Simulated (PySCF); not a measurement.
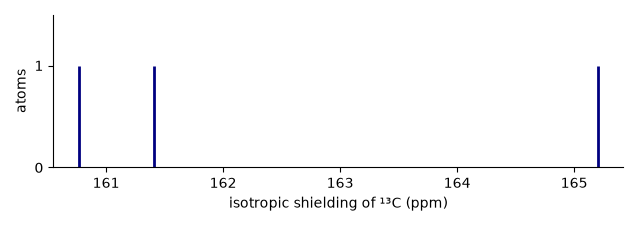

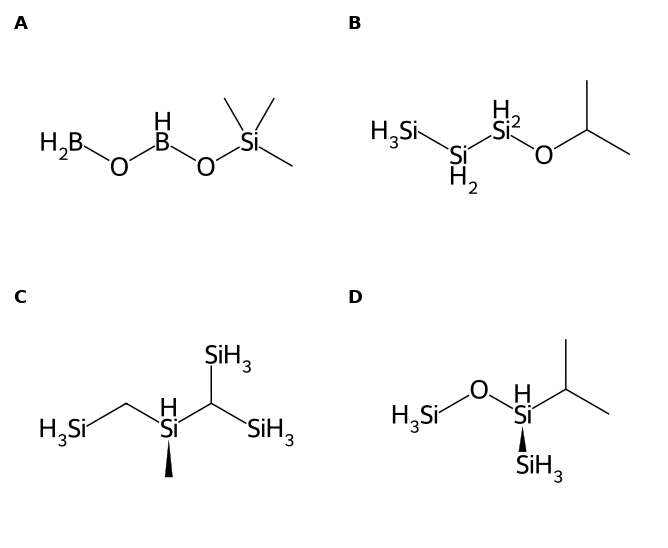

The sticks are computed shieldings of one of the molecules, for one fixed geometry (PBE0-D3(BJ)/def2-SVP) without averaging over rotations. Low shielding means a high chemical shift. Method: GIAO KT3/pcSseg-1 NMR shielding, non-relativistic, gas phase (PySCF 2.14.0).

Question: Which molecule gives this pattern?

Answer: D, `CC(C)[Si@@H]([SiH3])O[SiH3]`. Its 3 C atoms give lines at 160.8, 161.4, 165.2 ppm.
